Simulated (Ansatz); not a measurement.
**Ga2HCl (triplet): wave-function methods side by side at a displaced geometry (v1), cc-pVDZ**

Aim: climb from Hartree-Fock through coupled cluster for Ga2HCl (triplet) at one geometry and basis, and see what each rung misses.

Computed with Ansatz 0.2.0, Gaussian basis. Level: cc-pVDZ, core rule «outside noble gas», up to 33 orbitals frozen.

To be run: UHF; CCSD(T) on ROHF; CCSD(T) on UHF; BCCD(T) on ROHF; CISD; CCSDT(Q) on ROHF; CCSDT(Q) on UHF.

26 further runs of the same task are left out: 8 that didn't finish, 18 set aside as unsound or not needed.

## Step 1: The geometry

The geometry is a PBE0/def2-TZVP stationary point (not a proven minimum) with its atoms shifted at random (size 0.040 Å). No spin-orbit coupling is included. The filled d shell of Ga may be among the frozen orbitals whatever the setting's name suggests; the logs give the count.

4 atoms, charge 0, spin multiplicity 3.

Atoms are counted from 1 here; the program's logs count them from 0.

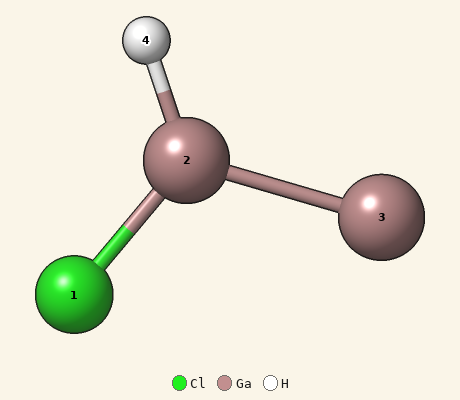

The geometry (chlorine green, gallium pink, hydrogen white); atoms are numbered from 1 in the order of the file.

Coordinates:

```
Cl   -0.01803   -0.85111    2.14391
Ga   -0.01886    0.66475    0.60759
Ga    0.02910   -0.26354   -1.71152
H    -0.07368    2.18391    0.95371
```

In the tables R marks a restricted open-shell determinant and U an unrestricted one; energies count from the table's Hartree-Fock row.

## Step 2: UHF

in.yaml reads:

```yaml
crystal:
  periodic: [false, false, false]
  atoms:
    - {symbol: Cl, position_ang: [-0.018032, -0.851114, 2.143910]}
    - {symbol: Ga, position_ang: [-0.018865, 0.664751, 0.607594]}
    - {symbol: Ga, position_ang: [0.029099, -0.263544, -1.711524]}
    - {symbol: H, position_ang: [-0.073678, 2.183909, 0.953708]}
basis:
  gaussian: {orbitals: cc-pVDZ}
magnetization: {spin_polarized: true, initial_magnetization: 2}
hamiltonian: {xc: hf}
output: {orbitals: {seedname: orbitals}}
```

Launch:

```bash
> ansatz run in.yaml --threads 1 --pin off --events-out ev --progress --plain --max-ram 2393MiB
```

Log:

```text
Functional definition: HF
  name "HF"
  cite "Fock, Z. Phys. 61, 126 (1930) doi:10.1007/BF01340294"
  parent pbe
  exchange = exact_x
  correlation = 0
884 factors; integrals over basis functions are off by at most 8.1e-4 eV
mean field evaluation 1: about -117185.4275 eV, gradient 1.0e1 eV
mean field evaluation 2: about -117185.4347 eV, gradient 1.0e1 eV
mean field evaluation 4: about -117186.8935 eV, gradient 1.8e0 eV
mean field evaluation 8: about -117187.0402 eV, gradient 1.7e-1 eV
mean field evaluation 16: about -117185.8294 eV, gradient 7.1e0 eV
mean field evaluation 32: about -117186.8573 eV, gradient 5.1e-1 eV
mean field -117187.04349004 eV, -4306.5444160278 hartree, gradient 1.8e-5 eV, S^2 2.019600; 2 other end points of the search recorded, 0 dependent functions left out
reference -117187.04349004 eV, -4306.5444160278 hartree; 41, 39 occupied and 36, 38 virtual orbitals, 884 factors
Total energy: -117187.04349004 eV, -4306.5444160278 hartree
```

Wall time 5.5 s (1 thread of Arm Neoverse V2, shared host).

From the report: ⟨S²⟩ of the determinant 2.020 (pure triplet: 2.00).

## Step 3: CCSD(T) on ROHF

Changes to in.yaml since step 2:

```diff
@@ -9,4 +9,4 @@
   gaussian: {orbitals: cc-pVDZ}
-magnetization: {spin_polarized: true, initial_magnetization: 2}
-hamiltonian: {xc: hf}
-output: {orbitals: {seedname: orbitals}}
+magnetization: {spin_polarized: false, initial_magnetization: 2}
+correlation: {method: ccsd_t, electrons: outside_noble_gas}
+output: {forces: true}
```

Same command.

Log, shortened:

```text
Functional definition: HF
  name "HF"
  cite "Fock, Z. Phys. 61, 126 (1930) doi:10.1007/BF01340294"
  parent pbe
[...]
884 factors; integrals over basis functions are off by at most 8.1e-4 eV
[...]
mean field -117186.92531276 eV, -4306.5400730931 hartree, gradient 9.1e-7 eV, S^2 2.000000; 10 other end points of the search recorded, 0 dependent functions left out
[...]
determinant -117186.92531276 eV, -4306.5400730931 hartree, with singles and doubles -117193.98782667 eV, -4306.7996156921 hartree
determinant -117186.47143972 eV, -4306.5233935665 hartree, with singles and doubles -117193.41597058 eV, -4306.7786003685 hartree
determinant -117184.51642994 eV, -4306.4515482823 hartree, with singles and doubles -117191.84040244 eV, -4306.7206993072 hartree
determinant -117183.84280965 eV, -4306.4267931932 hartree, with singles and doubles -117191.22016305 eV, -4306.6979059302 hartree
33 core orbitals not correlated: weight in the atoms' cores, before any rotation towards them, 0.985 or more for the frozen orbitals, at most 0.017 for the correlated occupied ones
reference -117186.92531276 eV, -4306.5400730931 hartree; 8, 6 occupied and 36, 38 virtual orbitals, 884 factors
second order -6.06962177 eV of doubles, -0.05471888 eV of singles
cycle   1  -7.06291970 eV  change   -4.1e-4 eV  update   1.5e-3
[...]
cycle  15  -7.06321739 eV  change    1.1e-7 eV  update   2.0e-7
perturbative correction -0.18549682 eV, -0.0068168824 hartree
[...]
Total energy: -117194.17402697 eV, -4306.8064584268 hartree
Atom 0 at    -0.018032    -0.851114     2.143910 Å, force     0.006216    -0.340649     0.383733 eV/Å
Atom 1 at    -0.018865     0.664751     0.607594 Å, force    -0.016698     0.127205    -0.191982 eV/Å
Atom 2 at     0.029099    -0.263544    -1.711524 Å, force     0.011767    -0.100332    -0.282305 eV/Å
Atom 3 at    -0.073678     2.183909     0.953708 Å, force    -0.001284     0.313777     0.090554 eV/Å
Dipole moment:     0.006415     0.162868    -0.461552 e Å
```

Run time: 26 s. Hardware: 1 thread of Arm Neoverse V2, shared host.

From the report: correlation -7.2487 eV; T1 0.028; largest double amplitude 0.07.

## Step 4: CCSD(T) on UHF

Changes to in.yaml since step 3:

```diff
@@ -9,3 +9,3 @@
   gaussian: {orbitals: cc-pVDZ}
-magnetization: {spin_polarized: false, initial_magnetization: 2}
+magnetization: {spin_polarized: true, initial_magnetization: 2}
 correlation: {method: ccsd_t, electrons: outside_noble_gas}
```

Launched as before.

Log, shortened:

```text
Functional definition: HF
  name "HF"
  cite "Fock, Z. Phys. 61, 126 (1930) doi:10.1007/BF01340294"
  parent pbe
[...]
884 factors; integrals over basis functions are off by at most 8.1e-4 eV
[...]
mean field -117187.04349004 eV, -4306.5444160278 hartree, gradient 1.9e-6 eV, S^2 2.019600; 7 other end points of the search recorded, 0 dependent functions left out
determinant -117187.04349004 eV, -4306.5444160278 hartree, with singles and doubles -117194.00259722 eV, -4306.8001584997 hartree
determinant -117186.57235048 eV, -4306.5271019684 hartree, with singles and doubles -117193.43177180 eV, -4306.7791810524 hartree
determinant -117184.79374513 eV, -4306.4617394275 hartree, with singles and doubles -117191.81204172 eV, -4306.7196570700 hartree
determinant -117183.98868181 eV, -4306.4321538961 hartree, with singles and doubles -117191.23393108 eV, -4306.6984118958 hartree
33 core orbitals not correlated: weight in the atoms' cores, before any rotation towards them, 0.985 or more for the frozen orbitals, at most 0.017 for the correlated occupied ones
reference -117187.04349004 eV, -4306.5444160278 hartree; 8, 6 occupied and 36, 38 virtual orbitals, 884 factors
second order -6.01286296 eV of doubles, -0.00000000 eV of singles
cycle   1  -6.95964970 eV  change   -5.4e-4 eV  update   1.6e-3
[...]
cycle  15  -6.96023400 eV  change    1.0e-7 eV  update   2.1e-7
perturbative correction -0.18033271 eV, -0.0066271048 hartree
[...]
Total energy: -117194.18405674 eV, -4306.8068270143 hartree
Atom 0 at    -0.018032    -0.851114     2.143910 Å, force     0.006207    -0.339809     0.384151 eV/Å
Atom 1 at    -0.018865     0.664751     0.607594 Å, force    -0.016633     0.125251    -0.201124 eV/Å
Atom 2 at     0.029099    -0.263544    -1.711524 Å, force     0.011632    -0.097252    -0.274479 eV/Å
Atom 3 at    -0.073678     2.183909     0.953708 Å, force    -0.001206     0.311811     0.091452 eV/Å
Dipole moment:     0.006453     0.162749    -0.462623 e Å
```

Wall time 24 s (1 thread of Arm Neoverse V2, shared host).

From the report: ⟨S²⟩ of the determinant 2.020 (pure triplet: 2.00); correlation -7.1406 eV; T1 0.021; largest double amplitude 0.07.

## Step 5: BCCD(T) on ROHF

Changes to in.yaml since step 4:

```diff
@@ -9,4 +9,3 @@
   gaussian: {orbitals: cc-pVDZ}
-magnetization: {spin_polarized: true, initial_magnetization: 2}
-correlation: {method: ccsd_t, electrons: outside_noble_gas}
-output: {forces: true}
+magnetization: {spin_polarized: false, initial_magnetization: 2}
+correlation: {method: bccd_t, electrons: outside_noble_gas}
```

The command is unchanged.

Log, shortened:

```text
Functional definition: HF
  name "HF"
  cite "Fock, Z. Phys. 61, 126 (1930) doi:10.1007/BF01340294"
  parent pbe
[...]
884 factors; integrals over basis functions are off by at most 8.1e-4 eV
[...]
mean field -117186.92531276 eV, -4306.5400730931 hartree, gradient 9.1e-7 eV, S^2 2.000000; 10 other end points of the search recorded, 0 dependent functions left out
[...]
determinant -117186.92531276 eV, -4306.5400730931 hartree, with singles and doubles -117193.98782667 eV, -4306.7996156921 hartree
determinant -117186.47143972 eV, -4306.5233935665 hartree, with singles and doubles -117193.41597058 eV, -4306.7786003685 hartree
determinant -117184.51642994 eV, -4306.4515482823 hartree, with singles and doubles -117191.84040244 eV, -4306.7206993072 hartree
determinant -117183.84280965 eV, -4306.4267931932 hartree, with singles and doubles -117191.22016305 eV, -4306.6979059302 hartree
33 core orbitals not correlated: weight in the atoms' cores, before any rotation towards them, 0.985 or more for the frozen orbitals, at most 0.017 for the correlated occupied ones
reference -117186.92531276 eV, -4306.5400730931 hartree; 8, 6 occupied and 36, 38 virtual orbitals, 884 factors
second order -6.06962177 eV of doubles, -0.05471888 eV of singles
cycle   1  -7.06562057 eV  change   -3.1e-3 eV  update   8.9e-3
[...]
cycle  10  -7.06242535 eV  change    3.1e-6 eV  update   7.1e-6
perturbative correction -0.18831057 eV, -0.0069202858 hartree
Total energy: -117194.17604869 eV, -4306.8065327236 hartree
```

Wall time 19 s (1 thread of Arm Neoverse V2, shared host).

From the report: correlation -7.2507 eV; largest double amplitude 0.07.

## Step 6: CISD

Changes to in.yaml since step 5:

```diff
@@ -10,2 +10,2 @@
 magnetization: {spin_polarized: false, initial_magnetization: 2}
-correlation: {method: bccd_t, electrons: outside_noble_gas}
+correlation: {active_space: {ras: {orbitals: [6, 2, 36], electrons: 14, max_holes: 2, max_particles: 2}, fixed_orbitals: true}}
```

Same command.

Log:

```text
Functional definition: HF
  name "HF"
  cite "Fock, Z. Phys. 61, 126 (1930) doi:10.1007/BF01340294"
  parent pbe
  exchange = exact_x
  correlation = 0
884 factors; integrals over basis functions are off by at most 8.1e-4 eV
mean field evaluation 1: about -117185.4897 eV, gradient 1.3e1 eV
mean field evaluation 2: about -117185.4967 eV, gradient 1.3e1 eV
mean field evaluation 4: about -117186.8260 eV, gradient 1.6e0 eV
mean field evaluation 8: about -117186.9158 eV, gradient 2.8e-1 eV
mean field evaluation 16: about -117186.8830 eV, gradient 5.6e-1 eV
mean field evaluation 32: about -117186.5634 eV, gradient 6.8e-1 eV
mean field -117186.92531276 eV, -4306.5400730931 hartree, gradient 9.1e-7 eV, S^2 2.000000; 6 other end points of the search recorded, 0 dependent functions left out
reference -117186.92531276 eV, -4306.5400730931 hartree; 41, 39 occupied and 36, 38 virtual orbitals, 884 factors
state -117193.26904756 eV, -4306.7732010469 hartree
Total energy: -117193.26904756 eV, -4306.7732010469 hartree
```

Wall time 10 s (1 thread of Arm Neoverse V2, shared host).

From the report: 403,696 determinants.

## Step 7: CCSDT(Q) on ROHF

Changes to in.yaml since step 6:

```diff
@@ -10,2 +10,2 @@
 magnetization: {spin_polarized: false, initial_magnetization: 2}
-correlation: {active_space: {ras: {orbitals: [6, 2, 36], electrons: 14, max_holes: 2, max_particles: 2}, fixed_orbitals: true}}
+correlation: {method: ccsdt_q, electrons: outside_noble_gas}
```

Same command.

Log, shortened:

```text
Functional definition: HF
  name "HF"
  cite "Fock, Z. Phys. 61, 126 (1930) doi:10.1007/BF01340294"
  parent pbe
[...]
1549 factors; integrals over basis functions are off by at most 2.3e-7 eV
[...]
mean field -117186.92560477 eV, -4306.5400838244 hartree, gradient 9.0e-7 eV, S^2 2.000000; 10 other end points of the search recorded, 0 dependent functions left out
[...]
determinant -117186.92560477 eV, -4306.5400838244 hartree, with singles and doubles -117193.98814185 eV, -4306.7996272749 hartree
determinant -117186.47173318 eV, -4306.5234043511 hartree, with singles and doubles -117193.41628762 eV, -4306.7786120193 hartree
determinant -117184.51673517 eV, -4306.4515594993 hartree, with singles and doubles -117191.84072682 eV, -4306.7207112281 hartree
determinant -117183.84310722 eV, -4306.4268041286 hartree, with singles and doubles -117191.22047332 eV, -4306.6979173322 hartree
33 core orbitals not correlated: weight in the atoms' cores, before any rotation towards them, 0.985 or more for the frozen orbitals, at most 0.017 for the correlated occupied ones
reference -117186.92560477 eV, -4306.5400838244 hartree; 8, 6 occupied and 36, 38 virtual orbitals, 1549 factors
second order -6.06965509 eV of doubles, -0.05471930 eV of singles
cycle   1  -6.77031678 eV  change   -6.4e-1 eV  update   8.7e-2
[...]
cycle  18  -7.28247305 eV  change   -3.6e-7 eV  update   1.7e-6
perturbative correction -0.01475845 eV, -0.0005423629 hartree
Total energy: -117194.22283627 eV, -4306.8082521355 hartree
```

It took 2.4 min on 1 thread of Arm Neoverse V2, shared host; peak memory 1.1 GiB.

From the report: correlation -7.2972 eV; T1 0.030; largest double amplitude 0.09.

## Step 8: CCSDT(Q) on UHF

Changes to in.yaml since step 7:

```diff
@@ -9,3 +9,3 @@
   gaussian: {orbitals: cc-pVDZ}
-magnetization: {spin_polarized: false, initial_magnetization: 2}
+magnetization: {spin_polarized: true, initial_magnetization: 2}
 correlation: {method: ccsdt_q, electrons: outside_noble_gas}
```

Same command.

Log, shortened:

```text
Functional definition: HF
  name "HF"
  cite "Fock, Z. Phys. 61, 126 (1930) doi:10.1007/BF01340294"
  parent pbe
[...]
1549 factors; integrals over basis functions are off by at most 2.3e-7 eV
[...]
mean field -117187.04378325 eV, -4306.5444268032 hartree, gradient 2.2e-6 eV, S^2 2.019601; 7 other end points of the search recorded, 0 dependent functions left out
determinant -117187.04378325 eV, -4306.5444268032 hartree, with singles and doubles -117194.00291278 eV, -4306.8001700963 hartree
determinant -117186.57264472 eV, -4306.5271127818 hartree, with singles and doubles -117193.43208908 eV, -4306.7791927124 hartree
determinant -117184.79404822 eV, -4306.4617505660 hartree, with singles and doubles -117191.81236546 eV, -4306.7196689672 hartree
determinant -117183.98898012 eV, -4306.4321648588 hartree, with singles and doubles -117191.23425018 eV, -4306.6984236227 hartree
33 core orbitals not correlated: weight in the atoms' cores, before any rotation towards them, 0.985 or more for the frozen orbitals, at most 0.017 for the correlated occupied ones
reference -117187.04378325 eV, -4306.5444268032 hartree; 8, 6 occupied and 36, 38 virtual orbitals, 1549 factors
second order -6.01289484 eV of doubles, -0.00000000 eV of singles
cycle   1  -6.66579844 eV  change   -6.5e-1 eV  update   8.7e-2
[...]
cycle  19  -7.17471227 eV  change    3.5e-7 eV  update   1.6e-6
perturbative correction -0.01524233 eV, -0.0005601453 hartree
Total energy: -117194.23373786 eV, -4306.8086527615 hartree
```

Run time: 2.1 min. Hardware: 1 thread of Arm Neoverse V2, shared host; peak memory 0.85 GiB.

From the report: ⟨S²⟩ of the determinant 2.020 (pure triplet: 2.00); correlation -7.1900 eV; T1 0.023; largest double amplitude 0.09.

## Step 9: The ladder

The yardstick is UCCSDT(Q), where the cluster series has nearly closed. Rows without a time come out of other runs: HF, MP2 and CCSD of CCSD(T), CCSDT of CCSDT(Q). The times of RCCSD(T), UCCSD(T) include forces.

Differences are taken before rounding.

```csv
method,energy from the lowest RHF (kcal/mol),from UCCSDT(Q) (kcal/mol),time
RHF,0.00,+168.54,
UHF,-2.73,+165.81,
RMP2,-141.23,+27.31,
UMP2,-141.39,+27.15,
RCCSD,-162.88,+5.65,
UCCSD,-163.23,+5.30,
RCCSD(T),-167.16,+1.38,26 s
UCCSD(T),-167.39,+1.15,24 s
BCCD(T),-167.21,+1.33,19 s
RCCSDT,-167.94,+0.59,
UCCSDT,-168.18,+0.35,
RCCSDT(Q),-168.28,+0.25,2.4 min
UCCSDT(Q),-168.54,0,2.1 min
```

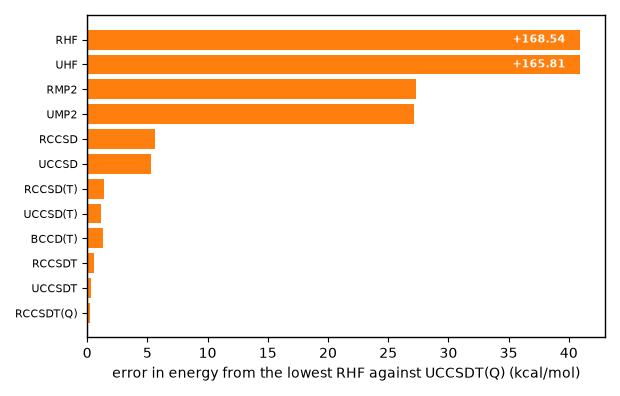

How far each level lands from UCCSDT(Q). Bars with a number in them are cut short.

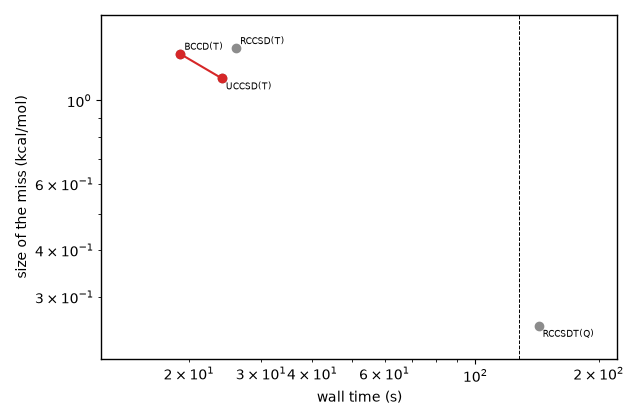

Accuracy for the time spent; red marks the levels that beat every quicker one drawn (of those quicker than the yardstick), and the dashed line is the time of UCCSDT(Q). Times are from a shared host.

Not comparable, so not listed: CISD (they don't share determinant, frozen orbitals or solution with the rows shown, or repeat one).

## Step 10: Outcome

```
                         quantity                      value
   UCCSDT(Q) below the RHF energy                 -7.3084 eV
              RMP2 from UCCSDT(Q)            +27.31 kcal/mol
              UMP2 from UCCSDT(Q)            +27.15 kcal/mol
             RCCSD from UCCSDT(Q)             +5.65 kcal/mol
          RCCSD(T) from UCCSDT(Q)             +1.38 kcal/mol
          UCCSD(T) from UCCSDT(Q)             +1.15 kcal/mol
         RCCSDT(Q) from UCCSDT(Q)             +0.25 kcal/mol
levels within 1 kcal/mol (43 meV)  RCCSDT, UCCSDT, RCCSDT(Q)
                    T1 diagnostic                      0.028
```

In words: RCCSD(T) misses by +1.38 kcal/mol, 0.8 % of the correlation energy. These misses are within one basis, not against nature; the frozen cores of restricted and unrestricted runs differ, which can shift their rows.

For cost: UCCSD(T) gets within 1.15 kcal/mol in 24 s, where UCCSDT(Q) took 2.1 min; the quickest level in the cost chart, BCCD(T), takes 19 s and misses by 1.33 kcal/mol.
